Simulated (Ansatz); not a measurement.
# Calculations on CH₅NS₂W

## 1. Relaxation

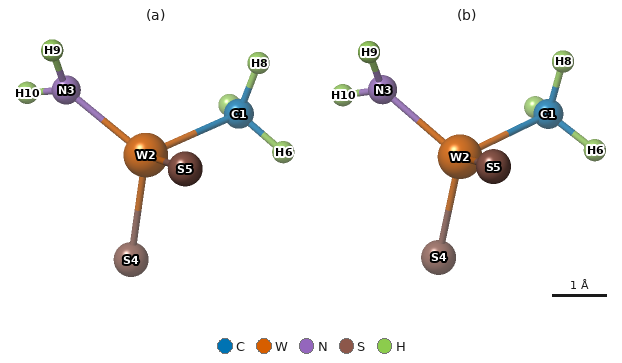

The structure of CH₅NS₂W before (left) and after (right) a relaxation, at one scale.

A ball-and-stick model, seen at a tilt.

The run prepares an end point of a later path (torsion) calculation, from a guessed geometry.

All numbers below come from RKS PBE-D4/def2-SVP in Ansatz.

Input
```yaml
crystal:
  periodic: [false, false, false]
  atoms:
    - { symbol: C, position_ang: [-1.4945, -0.45218, 0.304] }
    - { symbol: W, position_ang: [0.30226, 0.457, -0.54128] }
    - { symbol: "N", position_ang: [1.86645, -0.08317, 0.47444] }
    - { symbol: S, position_ang: [0.25439, -0.22181, -2.61391] }
    - { symbol: S, position_ang: [-0.16557, 2.58567, -0.48072] }
    - { symbol: H, position_ang: [-2.37447, -0.17696, -0.30461] }
    - { symbol: H, position_ang: [-1.45643, -1.55502, 0.32171] }
    - { symbol: H, position_ang: [-1.70588, -0.11594, 1.33365] }
    - { symbol: H, position_ang: [2.29082, 0.43718, 1.25147] }
    - { symbol: H, position_ang: [2.48293, -0.87478, 0.25526] }
basis:
  gaussian: { orbitals: def2-SVP }
hamiltonian:
  xc: pbe
  dispersion: d4
relax:
  f_tol: 0.015
  max_steps: 40
output:
  orbitals: {}
```

Run as
```bash
ansatz run input.yaml --threads 2 --pin off --max-ram 3072MiB --backend cpu --events-out ev --progress --plain --runs-dir out
```

Q: Summarise the run.

A: The largest move after the best rigid fit is that of H8, 0.13 Å. Largest moves by element: H 0.13 Å, N 0.10 Å, S 0.09 Å, W 0.07 Å, C 0.03 Å. Among the contacts that change: C1–W2 2.184 → 2.113 Å, W2–S4 2.181 → 2.154 Å, W2–N3 1.942 → 1.936 Å, C1–H6 1.105 → 1.110 Å. Bond angles that change, for instance: S4–W2–S5 109.0° → 113.4°, C1–W2–N3 110.2° → 106.8°, W2–C1–H7 113.2° → 109.9°. After 5 geometry steps the energy has fallen by 12.1 kJ/mol. The largest force component goes from 1.2 to 0.012 eV/Å.

## 2. Relaxation

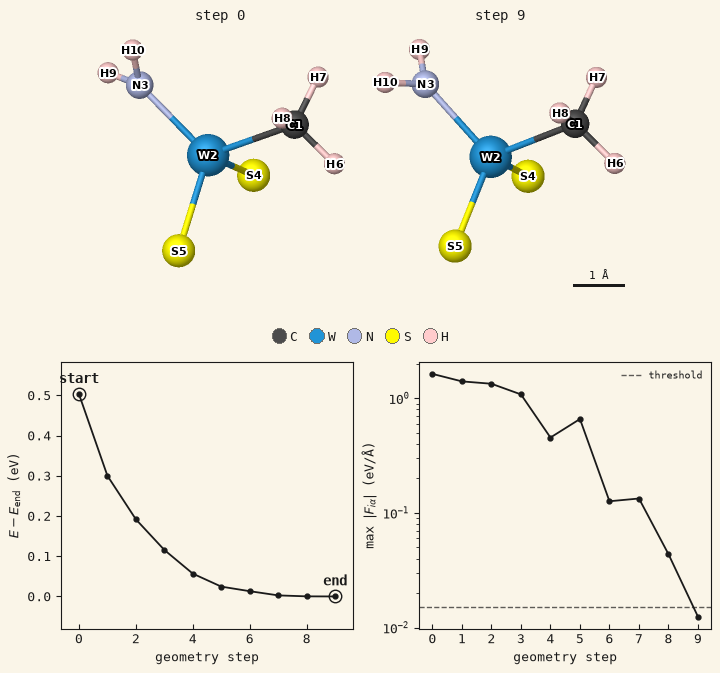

First and last geometry of a relaxation of CH5NS2W, with the history of the run. A ball-and-stick model, seen at a tilt.

The run prepares an end point of a later path (torsion) calculation, from a guessed geometry.

The calculation used RKS PBE-D4/def2-SVP (Ansatz 0.2.0). (no spin polarisation; force threshold 0.015 eV/Å; at most 40 steps)

What do the curves and the structures tell?

It converged. Over 9 geometry steps the energy falls by 0.503 eV. The largest force component goes from 1.6 to 0.012 eV/Å. The largest move after the best rigid fit is that of H10, 0.84 Å. By element the largest moves are H 0.84 Å, S 0.18 Å, N 0.13 Å, W 0.07 Å, C 0.06 Å. Among the contacts that change: C1–W2 2.184 → 2.114 Å, W2–S4 2.181 → 2.153 Å, W2–N3 1.942 → 1.936 Å, C1–H6 1.105 → 1.110 Å. Bond angles that change, for instance: S4–W2–S5 109.0° → 113.4°, C1–W2–N3 110.2° → 106.8°, W2–C1–H7 113.2° → 109.9°. Groups turn about W2–N3 by about 60°.

| step | E − E(0), eV | largest force component, eV/Å |
| --- | --- | --- |
| 0 | 0.0000 | 1.6312 |
| 1 | -0.2031 | 1.4033 |
| 2 | -0.3114 | 1.3381 |
| 3 | -0.3875 | 1.0804 |
| 4 | -0.4464 | 0.4545 |
| 5 | -0.4787 | 0.6590 |
| 6 | -0.4900 | 0.1264 |
| 7 | -0.5005 | 0.1336 |
| 8 | -0.5029 | 0.0437 |
| 9 | -0.5031 | 0.0124 |

## 3. Path

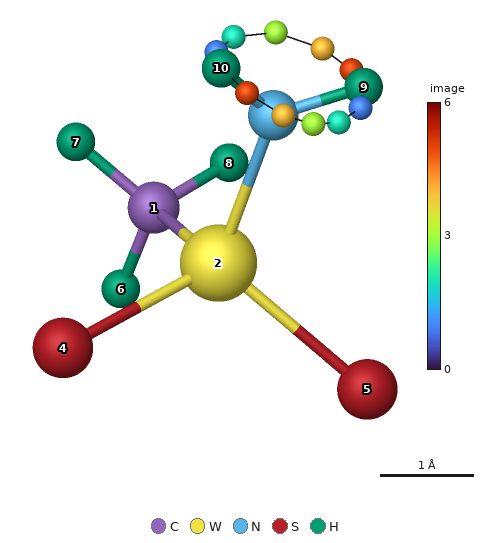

NEB run on CH$_{5}$NS$_{2}$W. Images are numbered from 0 (start) to 6 (end). The start is drawn whole; smaller spheres mark the moving atoms (H) in the later images, joined by lines and coloured by the number of the image. The picture is a ball-and-stick view, seen from a free direction.

Method: RKS PBE-D4/def2-SVP (Ansatz 0.2.0). Run with 5 movable images; climbing image; force threshold 0.05 eV/Å; iteration limit 60; starting path through a guess of the saddle point.

Question: What moves, how far, and at what cost in energy?

Answer: The motion is a rotation about the N–W bond by about 180°. No bond forms or breaks between the ends. Among the angles between lasting bonds that change up to the highest image: C–W–N 106.8° → 114.8°, S–W–S 113.4° → 108.3°. The barrier is about 45.6 kJ/mol in both directions, with image 3 at the top; the ends have the same energy. The band converged in 9 iterations. The largest component of the band force went from 34 to 0.04 eV/Å. The climbing image converged on the top of the path. Its vibrational analysis gives one imaginary mode (434i cm⁻¹), as a transition state must have.

The run took 4.3 min on 2 threads of Arm Neoverse N1, with other jobs on the host, peak memory 0.18 GiB.
